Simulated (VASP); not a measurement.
# CdCuCl3 with r2SCAN: from relaxation to properties, part 2 of 5

Aim: relax CdCuCl3, then compute properties on the relaxed cell. The cell is invented: it takes the structure of COD entry 1010123, CsCdCl3 (space group 221 there), with some of its atoms replaced by other elements, volume scaled by an estimate. It may not be a known or stable phase.

VASP 6.6.1, plane waves and PAW; the level of theory is named at each step.

So far, gap on the k-mesh (eV): step 2 (rough relaxation of the start cell) 1.12. The relaxed cell has a = 5.106 Å (conventional setting).

**3. Full relaxation (r2SCAN)**

Level of this step: r2SCAN; plane waves and PAW (Cd, Cu, Cl); invented cell (VASP).

Properties are meant for the cell that this level of theory prefers, so cell and atoms are relaxed first (ISIF = 3) until forces and stress are small; EDIFFG sets the threshold.

INCAR reads:

```
SYSTEM = CdCuCl3
PREC = Accurate
ENCUT = 400
EDIFF = 1E-06
NELM = 100
ISMEAR = 0
SIGMA = 0.05
LREAL = .FALSE.
ALGO = Normal
METAGGA = R2SCAN
LASPH = .TRUE.
NBANDS = 28
LORBIT = 11
LWAVE = .FALSE.
LCHARG = .FALSE.
KPAR = 2
IBRION = 2
NSW = 60
ISIF = 3
EDIFFG = -0.01
```

POSCAR reads:

```
CdCuCl3
1.0
    5.1056978519      0.0000000000      0.0000000000
    0.0000000000      5.1056978519      0.0000000000
    0.0000000000      0.0000000000      5.1056978519
Cd Cu Cl
1 1 3
Direct
    0.5000000000      0.5000000000      0.5000000000
    0.0000000000      0.0000000000      0.0000000000
    0.0000000000      0.5000000000      0.5000000000
    0.5000000000      0.0000000000      0.5000000000
    0.5000000000      0.5000000000      0.0000000000
```

KPOINTS reads:

```
Automatic mesh
0
Gamma
5 5 5
0 0 0
```

The projector-augmented-wave data sets are Cd, Cu and Cl (PBE family, release 64).

Launch:

```
$ mpirun -np 2 vasp_std
```

The program printed:

```text
[banner, memory and clock lines left out]
running    2 mpi-ranks, on    1 nodes
 distrk:  each k-point on    1 cores,    2 groups
 distr:  one band on    1 cores,    1 groups

 POSCAR found type information on POSCAR CdCuCl
 POSCAR found :  3 types and       5 ions
 [... a notice as in an earlier step ...]

 LDA part: xc-table for (None), standard interpolation
 POSCAR, INCAR and KPOINTS ok, starting setup
 FFT: planning ... GRIDC
 FFT: planning ... GRID_SOFT
 FFT: planning ... GRID
 WAVECAR not read
 entering main loop
       N       E                     dE             d eps       ncg     rms          rms(c)
DAV:   1     0.322375333185E+03    0.32238E+03   -0.17571E+04   560   0.129E+03
DAV:   2    -0.151577088041E+02   -0.33753E+03   -0.32307E+03   588   0.341E+02
DAV:   3    -0.610021924069E+02   -0.45844E+02   -0.44727E+02   756   0.129E+02
DAV:   4    -0.628233674694E+02   -0.18212E+01   -0.18148E+01   688   0.245E+01
DAV:   5    -0.628846274324E+02   -0.61260E-01   -0.61246E-01   820   0.484E+00    0.100E+01
DAV:   6    -0.516235260248E+02    0.11261E+02   -0.10303E+01   612   0.395E+01    0.112E+01
DAV:   7    -0.512836779230E+02    0.33985E+00   -0.15639E+00   696   0.142E+01    0.755E+00
DAV:   8    -0.512899561658E+02   -0.62782E-02   -0.31271E-01   648   0.560E+00    0.175E+00
DAV:   9    -0.512970456355E+02   -0.70895E-02   -0.24947E-02   728   0.144E+00    0.311E-01
DAV:  10    -0.512980866822E+02   -0.10410E-02   -0.76127E-03   752   0.713E-01    0.132E-01
DAV:  11    -0.512983381454E+02   -0.25146E-03   -0.37054E-04   840   0.240E-01    0.750E-02
DAV:  12    -0.512984581008E+02   -0.11996E-03   -0.34071E-04   616   0.191E-01    0.244E-02
DAV:  13    -0.512984538573E+02    0.42434E-05   -0.32507E-05   712   0.675E-02    0.591E-03
DAV:  14    -0.512984547243E+02   -0.86695E-06   -0.27570E-06   496   0.142E-02
   1 F= -.51298455E+02 E0= -.51298455E+02  d E =-.512985E+02
 curvature:   0.00 expect dE= 0.000E+00 dE for cont linesearch  0.000E+00
 trial: gam= 0.00000 g(F)=  0.000E+00 g(S)=  0.183E-02 ort = 0.000E+00 (trialstep = 0.100E+01)
 search vector abs. value=  0.183E-02
 bond charge predicted
       N       E                     dE             d eps       ncg     rms          rms(c)
DAV:   1    -0.513216276027E+02   -0.23174E-01   -0.52491E-01   708   0.825E+00    0.112E+00
DAV:   2    -0.513019756692E+02    0.19652E-01   -0.11167E-01   696   0.423E+00    0.315E-01
DAV:   3    -0.512998754745E+02    0.21002E-02   -0.82578E-03   704   0.135E+00    0.279E-01
DAV:   4    -0.512995504165E+02    0.32506E-03   -0.76578E-04   712   0.258E-01    0.181E-01
DAV:   5    -0.512994288538E+02    0.12156E-03   -0.69691E-05   628   0.726E-02    0.269E-02
DAV:   6    -0.512994206732E+02    0.81805E-05   -0.87700E-06   672   0.246E-02    0.954E-03
DAV:   7    -0.512994211621E+02   -0.48886E-06   -0.46913E-07   364   0.571E-03
   2 F= -.51299421E+02 E0= -.51299421E+02  d E =-.966438E-03
 trial-energy change:   -0.000966  1 .order   -0.000925   -0.001826   -0.000024
 step:   1.0119(harm=  1.0136)  dis= 0.00000  next Energy=   -51.299421 (dE=-0.967E-03)
 reached required accuracy - stopping structural energy minimisation
```

Run time: 77 s. Hardware: 2 MPI ranks of AMD EPYC 7R43, shared host; peak memory 0.4 GiB; 2.5 min of CPU time.

From OUTCAR (step 3):

```text
  LATTYP: Found a simple cubic cell.
 ALAT       =     5.1056978519

The static configuration has the point symmetry O_h .

 Found     10 irreducible k-points:

   dimension x,y,z NGX =    36 NGY =   36 NGZ =   36
   dimension x,y,z NGXF=    72 NGYF=   72 NGZF=   72

   ENCUT  =  400.0 eV  29.40 Ry    5.42 a.u.   8.33  8.33  8.33*2*pi/ulx,y,z

   NELECT =      44.0000    total number of electrons

 E-fermi :   0.2134

 k-point     1 :       0.0000    0.0000    0.0000
  band No.  band energies     occupation
    ...
     18      -0.2149      2.00000
     19      -0.2149      2.00000
     20      -0.1955      2.00000
     21      -0.1955      2.00000
     22      -0.1955      2.00000
     23       1.0494      0.00000
     24       2.3413      0.00000
     25       8.2180      0.00000
     26       8.2180      0.00000
     27       8.2996      0.00000
    ...

 k-point     2 :       0.2000    0.0000    0.0000
  band No.  band energies     occupation
    ...
     18      -0.2036      2.00000
     19      -0.1948      2.00000
     20      -0.1696      2.00000
     21      -0.1557      2.00000
     22      -0.1557      2.00000
     23       1.4621      0.00000
     24       3.0951      0.00000
     25       6.7868      0.00000
     26       7.7297      0.00000
     27       7.7297      0.00000
    ...

  Total       -0.0033580     -0.0033580     -0.0033580     -0.0000000      0.0000000     -0.0000000
  in kB       -0.0407182     -0.0407182     -0.0407182     -0.0000000      0.0000000     -0.0000000
  external PRESSURE =      -0.0407182 kB  Pullay stress =       0.0000000 kB

  energy-cutoff  :      400.00
  volume of cell :      132.13
      direct lattice vectors                 reciprocal lattice vectors
     5.093326194 -0.000000000  0.000000000     0.196335354 -0.000000000  0.000000000
     0.000000000  5.093326194  0.000000000     0.000000000  0.196335354  0.000000000
    -0.000000000 -0.000000000  5.093326194    -0.000000000 -0.000000000  0.196335354

 POSITION                                       TOTAL-FORCE (eV/Angst)
 -----------------------------------------------------------------------------------
      2.54666      2.54666      2.54666        -0.000000     -0.000000      0.000000
      0.00000      0.00000      0.00000         0.000000      0.000000      0.000000
     -0.00000      2.54666      2.54666         0.000000      0.000000      0.000000
      2.54666     -0.00000      2.54666         0.000000      0.000000      0.000000
      2.54666      2.54666      0.00000         0.000000      0.000000      0.000000
 -----------------------------------------------------------------------------------
    total drift:                                0.000000      0.000000      0.000000

  FREE ENERGIE OF THE ION-ELECTRON SYSTEM (eV)
  ---------------------------------------------------
  free  energy   TOTEN  =       -51.2994211621 eV

  energy  without entropy=      -51.2994211621  energy(sigma->0) =      -51.29942116

 total charge
# of ion       s       p       d       tot
------------------------------------------
    1        0.312   0.263   9.651  10.226
    2        0.057   0.018   9.528   9.604
    3        1.606   3.561   0.000   5.167
    4        1.606   3.561   0.000   5.167
    5        1.606   3.561   0.000   5.167
--------------------------------------------------
tot          5.188  10.963  19.179  35.330

[... 3 parts as in an earlier step ...]

[... 7 further parts left out ...]
```

CONTCAR:

```
CdCuCl3
   1.00000000000000
     5.0933261940429997   -0.0000000000000000    0.0000000000000000
     0.0000000000000000    5.0933261940429997    0.0000000000000000
    -0.0000000000000000   -0.0000000000000000    5.0933261940429997
  Cd              Cu              Cl
     1     1     3
Direct
     0.5000000000000000    0.5000000000000000    0.5000000000000000
     0.0000000000000000    0.0000000000000000    0.0000000000000000
     0.0000000000000000    0.5000000000000000    0.5000000000000000
     0.5000000000000000    0.0000000000000000    0.5000000000000000
     0.5000000000000000    0.5000000000000000    0.0000000000000000
```

The steps of the relaxation:

| step | energy less that of the first step (eV) | largest force (eV/Å) | pressure (GPa) | volume (Å³) |
| --- | --- | --- | --- | --- |
| 1 | 0.0000 | 0.0000 | -0.30 | 133.10 |
| 2 | -0.0010 | 0.0000 | 0.00 | 132.13 |

| conventional cell, symmetrised | before | after | change |
| --- | --- | --- | --- |
| a (Å) | 5.106 | 5.093 | -0.2 % |
| b (Å) | 5.106 | 5.093 | -0.2 % |
| c (Å) | 5.106 | 5.093 | -0.2 % |
| volume (Å³/atom) | 26.62 | 26.43 | -0.7 % |

Final coordinates:

```
Cd Cu Cl
1.0
     5.09333    0.00000    0.00000
     0.00000    5.09333    0.00000
     0.00000    0.00000    5.09333
Cd Cu Cl
1 1 3
Direct
  0.50000 0.50000 0.50000
  0.00000 0.00000 0.00000
  0.00000 0.50000 0.50000
  0.50000 0.00000 0.50000
  0.50000 0.50000 0.00000
```

Numbers from this step:

```yaml
free_energy_toten: -51.2994 eV
fermi_energy: 0.2134 eV
pressure: -0.004072 GPa
valence_top_at_k: 0.4, 0.4, 0
scf_cycles_over_all_ionic_steps: 21
gap_on_the_k_mesh: 1.137 eV
least_direct_gap_on_the_k_mesh: 1.245 eV
```

It ends with forces that vanish by symmetry and a pressure of 0.00 GPa.

**4. Single point with fields (r2SCAN)**

The relaxed cell gets a fresh self-consistent run, on a basis set for its own volume, to fix the density and to check the remaining stress.

Changes to INCAR since step 3:

```diff
@@ -14,7 +14,5 @@
 LWAVE = .FALSE.
-LCHARG = .FALSE.
-KPAR = 2
-IBRION = 2
-NSW = 60
-ISIF = 3
-EDIFFG = -0.01
+LCHARG = .TRUE.
+ISIF = 2
+LELF = .TRUE.
+LVHAR = .TRUE.
```

Changes to POSCAR since step 3:

```diff
@@ -2,5 +2,5 @@
 1.0
-    5.1056978519      0.0000000000      0.0000000000
-    0.0000000000      5.1056978519      0.0000000000
-    0.0000000000      0.0000000000      5.1056978519
+    5.0933261940      0.0000000000      0.0000000000
+    0.0000000000      5.0933261940      0.0000000000
+    0.0000000000      0.0000000000      5.0933261940
 Cd Cu Cl
```

KPOINTS is that of step 3.

Launch:

```
$ mpirun -np 2 vasp_std
```

The program printed:

```text
[banner, memory and clock lines left out]
running    2 mpi-ranks, on    1 nodes
 distrk:  each k-point on    2 cores,    1 groups
 distr:  one band on    1 cores,    2 groups

 POSCAR found type information on POSCAR CdCuCl
 POSCAR found :  3 types and       5 ions
 [... a notice as in an earlier step ...]

 LDA part: xc-table for (None), standard interpolation
 POSCAR, INCAR and KPOINTS ok, starting setup
 FFT: planning ... GRIDC
 FFT: planning ... GRID_SOFT
 FFT: planning ... GRID
 WAVECAR not read
 entering main loop
       N       E                     dE             d eps       ncg     rms          rms(c)
DAV:   1     0.324798761094E+03    0.32480E+03   -0.17446E+04   560   0.130E+03
DAV:   2    -0.152401764577E+02   -0.34004E+03   -0.32537E+03   612   0.341E+02
DAV:   3    -0.609440621653E+02   -0.45704E+02   -0.44721E+02   748   0.129E+02
DAV:   4    -0.627930931462E+02   -0.18490E+01   -0.18431E+01   660   0.248E+01
DAV:   5    -0.628679434397E+02   -0.74850E-01   -0.74829E-01   812   0.539E+00    0.102E+01
DAV:   6    -0.516199708557E+02    0.11248E+02   -0.10266E+01   624   0.395E+01    0.113E+01
DAV:   7    -0.512828829195E+02    0.33709E+00   -0.15721E+00   704   0.143E+01    0.761E+00
DAV:   8    -0.512887985682E+02   -0.59156E-02   -0.30905E-01   652   0.558E+00    0.175E+00
DAV:   9    -0.512957424766E+02   -0.69439E-02   -0.23699E-02   720   0.140E+00    0.314E-01
DAV:  10    -0.512967667925E+02   -0.10243E-02   -0.73113E-03   756   0.691E-01    0.130E-01
DAV:  11    -0.512970231098E+02   -0.25632E-03   -0.33265E-04   808   0.224E-01    0.731E-02
DAV:  12    -0.512971412048E+02   -0.11810E-03   -0.34204E-04   612   0.191E-01    0.251E-02
DAV:  13    -0.512971369982E+02    0.42066E-05   -0.35787E-05   744   0.707E-02    0.534E-03
DAV:  14    -0.512971378895E+02   -0.89132E-06   -0.22667E-06   472   0.122E-02
   1 F= -.51297138E+02 E0= -.51297138E+02  d E =-.121393E-17
```

The job ended after 53 s (2 MPI ranks; peak memory 0.29 GiB; 1.7 min of CPU time).

Parts of OUTCAR (step 4):

```text
  LATTYP: Found a simple cubic cell.
 ALAT       =     5.0933261940

The static configuration has the point symmetry O_h .

 Found     10 irreducible k-points:

   ENCUT  =  400.0 eV  29.40 Ry    5.42 a.u.   8.31  8.31  8.31*2*pi/ulx,y,z

   NELECT =      44.0000    total number of electrons

 E-fermi :   0.2144

 k-point     1 :       0.0000    0.0000    0.0000
  band No.  band energies     occupation
    ...
     18      -0.2143      2.00000
     19      -0.2143      2.00000
     20      -0.1952      2.00000
     21      -0.1952      2.00000
     22      -0.1952      2.00000
     23       1.0494      0.00000
     24       2.3416      0.00000
     25       8.2179      0.00000
     26       8.2179      0.00000
     27       8.3068      0.00000
    ...

 k-point     2 :       0.2000    0.0000    0.0000
  band No.  band energies     occupation
    ...
     18      -0.2035      2.00000
     19      -0.1949      2.00000
     20      -0.1696      2.00000
     21      -0.1557      2.00000
     22      -0.1557      2.00000
     23       1.4621      0.00000
     24       3.0953      0.00000
     25       6.7869      0.00000
     26       7.7297      0.00000
     27       7.7297      0.00000
    ...

  Total       -0.0164521     -0.0164521     -0.0164521      0.0000000      0.0000000      0.0000000
  in kB       -0.1994929     -0.1994929     -0.1994929      0.0000000      0.0000000      0.0000000
  external PRESSURE =      -0.1994929 kB  Pullay stress =       0.0000000 kB

  energy-cutoff  :      400.00
  volume of cell :      132.13
      direct lattice vectors                 reciprocal lattice vectors
     5.093326194  0.000000000  0.000000000     0.196335354  0.000000000  0.000000000
     0.000000000  5.093326194  0.000000000     0.000000000  0.196335354  0.000000000
     0.000000000  0.000000000  5.093326194     0.000000000  0.000000000  0.196335354

 POSITION                                       TOTAL-FORCE (eV/Angst)
 -----------------------------------------------------------------------------------
      2.54666      2.54666      2.54666         0.000000      0.000000      0.000000
      0.00000      0.00000      0.00000         0.000000      0.000000      0.000000
      0.00000      2.54666      2.54666         0.000000      0.000000      0.000000
      2.54666      0.00000      2.54666         0.000000      0.000000      0.000000
      2.54666      2.54666      0.00000         0.000000      0.000000      0.000000
 -----------------------------------------------------------------------------------
    total drift:                                0.000000      0.000000      0.000000

  FREE ENERGIE OF THE ION-ELECTRON SYSTEM (eV)
  ---------------------------------------------------
  free  energy   TOTEN  =       -51.2971378895 eV

  energy  without entropy=      -51.2971378895  energy(sigma->0) =      -51.29713789

 total charge
# of ion       s       p       d       tot
------------------------------------------
    1        0.312   0.263   9.651  10.226
    2        0.057   0.018   9.528   9.604
    3        1.606   3.560   0.000   5.166
    4        1.606   3.560   0.000   5.166
    5        1.606   3.560   0.000   5.166
--------------------------------------------------
tot          5.188  10.963  19.179  35.329

[... 5 parts as in an earlier step ...]

[... 5 further parts left out ...]
```

Numbers from this step:

```yaml
scf_cycles: 14
free_energy_toten: -51.2971 eV
fermi_energy: 0.2144 eV
pressure: -0.01995 GPa
```

Valence electrons inside each PAW sphere by angular momentum. Sphere charges, by row:

| atom | s (e) | p (e) | d (e) | tot (e) |
| --- | --- | --- | --- | --- |
| Cd1 | 0.312 | 0.263 | 9.651 | 10.23 |
| Cu2 | 0.057 | 0.018 | 9.528 | 9.604 |
| Cl3 | 1.606 | 3.56 | 0 | 5.166 |
| Cl4 | 1.606 | 3.56 | 0 | 5.166 |
| Cl5 | 1.606 | 3.56 | 0 | 5.166 |

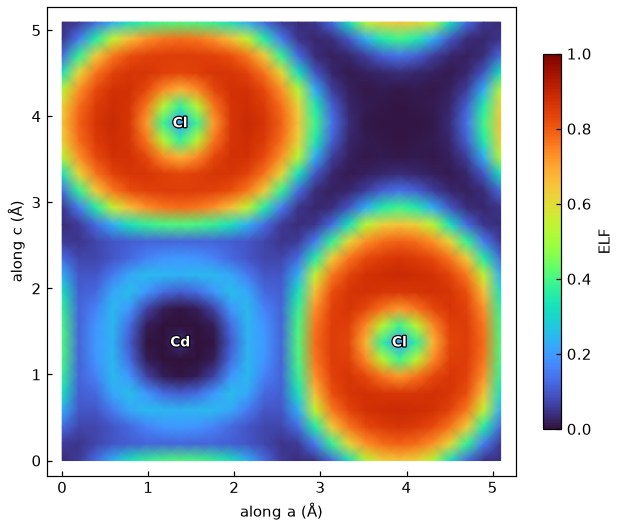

ELF in the ac plane at fractional y = 0.500, with atoms of Cd and Cl within 0.2 Å of it. It is the smooth field of the valence electrons, not physical close to the nuclei. The map starts off the cell's origin, so that atoms lie inside it.

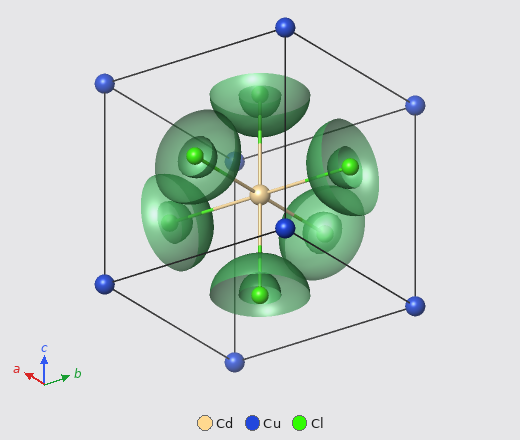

Surface of ELF = 0.81.

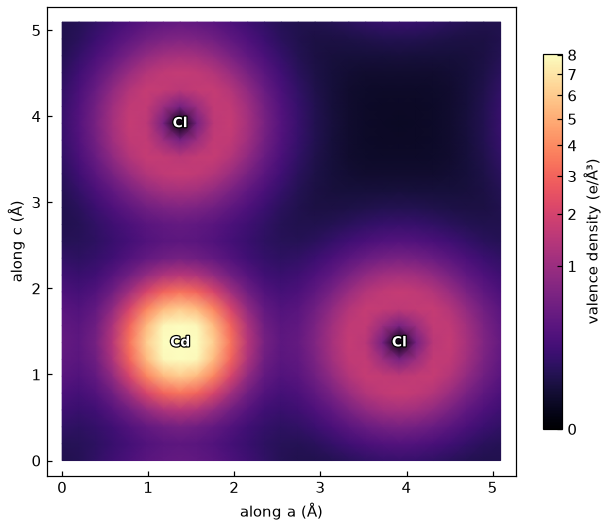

Valence density in the ac plane at fractional y = 0.500, with atoms of Cd and Cl within 0.2 Å of it. It is the smooth field of the valence electrons, not physical close to the nuclei. The map starts off the cell's origin, so that atoms lie inside it. The colour scale is stretched toward low values.

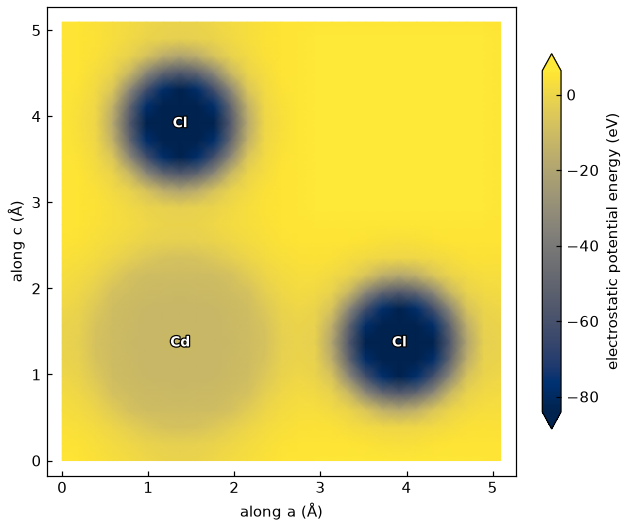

Electrostatic potential energy in the ac plane at fractional y = 0.500, with atoms of Cd and Cl within 0.2 Å of it. With pseudopotentials it is smooth inside the atoms' cores, unlike the true potential. The map starts off the cell's origin, so that atoms lie inside it.

In this run the pressure is -0.02 GPa, small enough to go on.

[end of part 2 of 5]

[Lines on the potential files, build, host, timing and source positions are cut from VASP's logs without a mark.]

[Logs are printed without paths, hosts, clocks, repeated set-up lines and the standing remarks that a program may print on its own settings, such as how far it seeks lower states.]

[Hosts, paths, dates, database ids (printed as entryN), source tags and the programs' standing remarks are cut or masked in the printed files.]

[A measured line is paired with the nearest computed mode of its activity, which favours agreement.]
